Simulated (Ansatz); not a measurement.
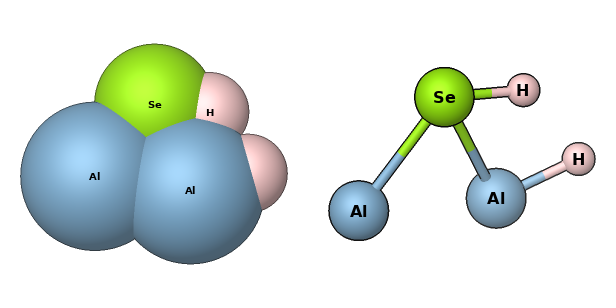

The same structure drawn twice, from different directions.

Question: Which formula does it have?

Answer: Al₂H₂Se, 5 atoms: 2 aluminium, 2 hydrogen and 1 selenium.

Question: How many sets of symmetry-equivalent atoms are there?

Answer: 5: 1 Al, 1 Al, 1 Se, 1 H, 1 H.

Question: How many bonds of each kind are drawn?

Answer: 2 Al–Se, 1 Al–H, 1 Se–H. Sticks follow a distance rule.

Question: What is the point group of this geometry?

Answer: Cs.

The parts below concern this one geometry. Atoms keep their numbers from picture to picture. The computed structure is the end point of a PBE0-D4/def2-TZVP optimisation. No frequency run is at hand to confirm it as a minimum.

**Geometry**

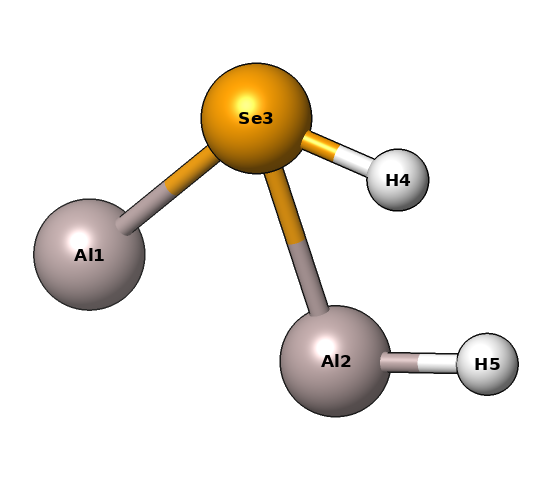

The atoms are numbered. No frequency run is at hand to confirm it as a minimum.

Which atoms are bonded, and how long are the bonds?

```json
{"bond": "Al1–Se3", "length (Å)": "2.564"}
{"bond": "Al2–Se3", "length (Å)": "2.586"}
{"bond": "Al2–H5", "length (Å)": "1.617"}
{"bond": "Se3–H4", "length (Å)": "1.513"}
```

**Dipole moment**

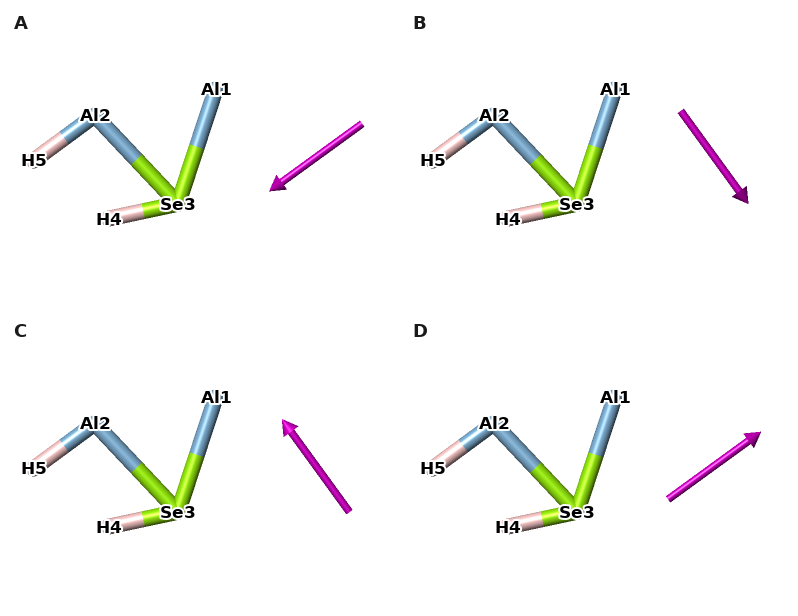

The same molecule four times, each with an arrow. No frequency run is at hand to confirm it as a minimum. Method: RKS PBE0-D4/def2-TZVP (Ansatz 0.2.0).

Question: Which arrow points along the dipole moment, from the negative to the positive end?

Answer: C. The dipole moment is 1.24 D; it points from the side of Se3 to the side of Al2, H5 (the outermost atoms at the two ends).

**Electronic properties**

No frequency run is at hand to confirm it as a minimum. Properties computed with RKS PBE0-D4/def2-TZVPP (Ansatz 0.2.0).

Question: Give the HOMO energy (Kohn–Sham orbital) at this level.

Answer: −5.92 eV.

Question: Estimate the HOMO–LUMO gap.

Answer: 3.53 eV.

**Charges**

The questions are on Mulliken charges. No frequency run is at hand to confirm it as a minimum. Method: RKS PBE0-D4/def2-TZVP (Ansatz 0.2.0).

Question: Which atom carries the highest charge (most positive or least negative)?

Answer: H4 (0.16 e).

Question: And the lowest?

Answer: Se3 (−0.33 e).

Give the Mulliken charges atom by atom.

| atom | value (e) |
| --- | --- |
| Al1 | 0.14 |
| Al2 | 0.12 |
| Se3 | −0.33 |
| H4 | 0.16 |
| H5 | −0.09 |

Mulliken values depend strongly on the basis set and can even reverse the polarity of a bond.
